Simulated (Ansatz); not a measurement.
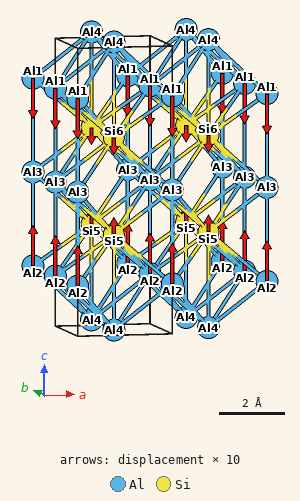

This is a relaxation of crystalline Al$_{2}$Si (a generated structure, set up in P4/mmm) (coarse preliminary run). The starting structure is drawn; red arrows show the displacements (the part carried along by the change of the cell is left out), 10 times their true length.

Style: ball-and-stick. Shown: the cell of the calculation, repeated 2 × 2 × 1 with one cell outlined, slightly off an axis.

Computed with DFT PBE, scalar-relativistic, plane waves, PAW in Ansatz.

Input file:
```yaml
crystal:
  lattice:
    - [2.99430176, 0.0, 0.0]
    - [0.0, 2.99430176, 0.0]
    - [0.0, 0.0, 8.91879403]
  atoms:
    - { symbol: Al, position: [0.0, 0.0, 0.82616597] }
    - { symbol: Al, position: [0.0, 0.0, 0.17383403] }
    - { symbol: Al, position: [0.0, 0.0, 0.5] }
    - { symbol: Al, position: [0.5, 0.5, 0.0] }
    - { symbol: Si, position: [0.5, 0.5, 0.331949] }
    - { symbol: Si, position: [0.5, 0.5, 0.668051] }
basis:
  ecutwfc: 420
kpoints:
  mp_grid: { grid: [6, 6, 2] }
hamiltonian:
  xc: pbe
scf:
  occupations: { method: gaussian, width: 0.1 }
  lower_state_search: "off"
output:
  forces: true
  stress: true
  eigenvalues: true
relax:
  adjacent_minimum: "off"
  f_tol: 0.04
  max_steps: 70
  cell: { stress_tol: 0.4 }
```

Launched with:
```bash
ansatz run input.yaml --threads 1 --pin off --max-ram 2048MiB --backend cpu --events-out ev --progress --plain --runs-dir out
```

Q: What happened in the run?

A: The energy falls by 1.066 eV per cell of the calculation in 5 accepted moves (7 points after the start). Largest force component: 0.3 eV/Å at the start, 0.0027 eV/Å at the end. The pressure goes from 22.33 to −0.04 GPa. At 2 points the geometry stayed and the basis and grid were re-selected for the new cell (energy shift of 15.4 meV per cell of the calculation at most each time). The largest moves relative to the cell, 0.13 Å, are those of Al1 and Al2. Al2 goes along +c. By element the largest moves are Al 0.13 Å, Si 0.05 Å. Cell: a = b 2.994 → 3.140 Å (+4.9 %), c 8.919 → 9.838 Å (+10.3 %). Volume +21.3 %. Near-neighbour distances that change, for instance: Al4–Si5 2.961 → 3.321 Å, Al1–Al4 2.624 → 2.883 Å, Al1–Al3 2.909 → 3.081 Å, Al3–Si5 2.594 → 2.736 Å. The space group stays P4/mmm (No. 123). Cost: 15 s on 1 thread of Arm Neoverse V2, on a shared host, peak memory 0.34 GiB.
